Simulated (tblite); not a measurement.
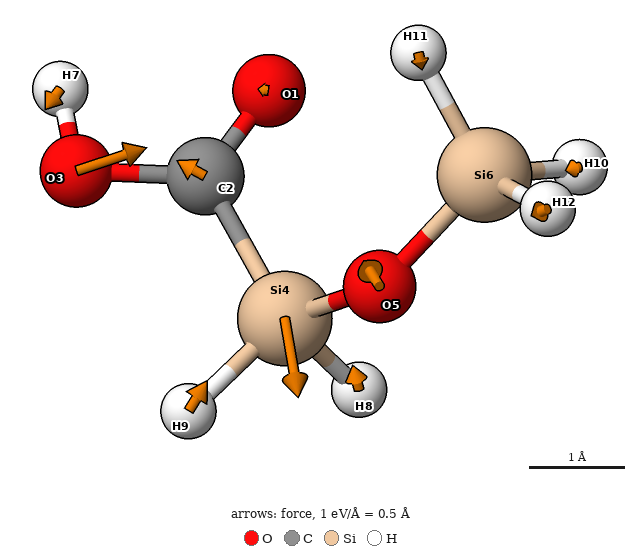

Starting geometry of CH$_{6}$O$_{3}$Si$_{2}$ with the computed forces as orange arrows. The picture is a ball-and-stick view, seen from a free direction.

These are results of GFN2-xTB geometry optimisation, gas phase in tblite, not measurements. 

**Is this structure relaxed? If not, where do the atoms go?**

It isn't relaxed: the largest force vector, on Si4, is 1.98 eV/Å. The final displacements have little in common with the starting forces (cosine between the two patterns 0.25). After 92 geometry steps the energy has fallen by 8.01 kcal/mol. The largest move after the best rigid fit is that of O1, 0.87 Å. By element the largest moves are O 0.87 Å, H 0.60 Å, Si 0.16 Å, C 0.16 Å. Among the contacts that change: Si4–O5 1.662 → 1.606 Å, Si4–H9 1.504 → 1.459 Å, Si4–H8 1.493 → 1.460 Å, O5–Si6 1.666 → 1.634 Å. Among the angles between lasting bonds that change: Si4–O5–Si6 136.2° → 159.8°, H8–Si4–H9 104.9° → 114.8°, O3–C2–Si4 120.0° → 112.2°. Groups turn about C2–Si4 by about 55°, Si4–O5 by about 35°, O5–Si6 by about 35°. The run took 0.8 s on 1 thread of Arm Neoverse N1 (shared host).
